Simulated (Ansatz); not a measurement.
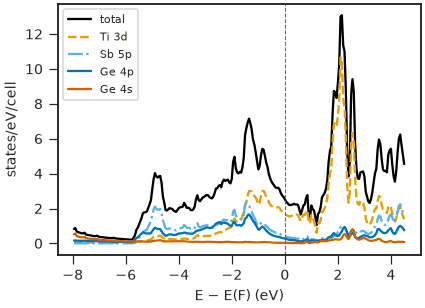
Fig. 1. Total and projected density of states of TiGeSb in space group P4/nmm (No. 129; Ti on 2c, Ge on 2a, Sb on 2c), plane-wave PAW r²SCAN (Ansatz code)

**Question.** Which orbitals carry the states next to the Fermi level?

**Answer.** Within 0.5 eV of the Fermi level: Ti 3d 67 %, Sb 5p 17 %, Ge 4p 11 %. Projections are on Löwdin-orthogonalised atomic valence shells; empty p or d shells of many metals are not among them.

**Question.** Where is the tallest occupied peak in this window, and what makes it?

**Answer.** Near -1.3 eV, about 7.1 states/eV per cell; the largest projected share is Ti 3d.

The workflow started from an entry of the Crystallography Open Database (COD, 295 K). Whether it is the stable phase at ambient conditions was not checked. The cell was relaxed with r²SCAN under the symmetry of its start; whether a distortion lowers the energy is not shown. The run is not spin-polarised. Scalar-relativistic: spin–orbit coupling is off unless named, which matters more the heavier the elements.

Potentials: the later of the program's two PAW sets.
